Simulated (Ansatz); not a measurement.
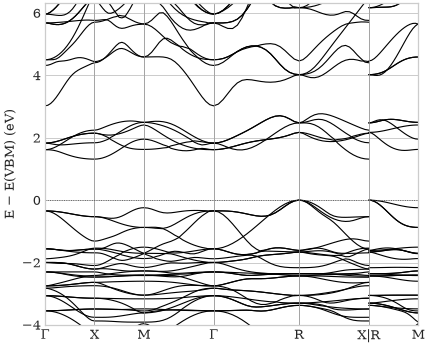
Figure. Band structure from the program Ansatz at the r²SCAN level (PAW)

Question: Read off the gap and where the band edges lie.

Answer: About 1.3 eV (1.32 eV by a search for the band edges); maximum at R, minimum at X.

Question: Which of these materials gives this?
(A) BAs, Pm-3n (B on 6c, As on 6d)
(B) TaCu3Te4, P-43m (Ta on 1a, Cu on 3d, Te on 4e)
(C) AlN, Pm-3n (Al on 6c, N on 6d)

Answer: B, TaCu3Te4, P-43m (Ta on 1a, Cu on 3d, Te on 4e)

The first step of the workflow began from a Materials Project structure, measured or hypothetical; the Crystallography Open Database copy checked does not list it. Its standing as an ambient phase is unchecked. Symmetry was held in the r²SCAN relaxation; whether a distortion lowers the energy is not shown. No spin polarisation was allowed. Spin–orbit coupling is left out wherever it is not named.

Potentials: the later of the program's two PAW sets.
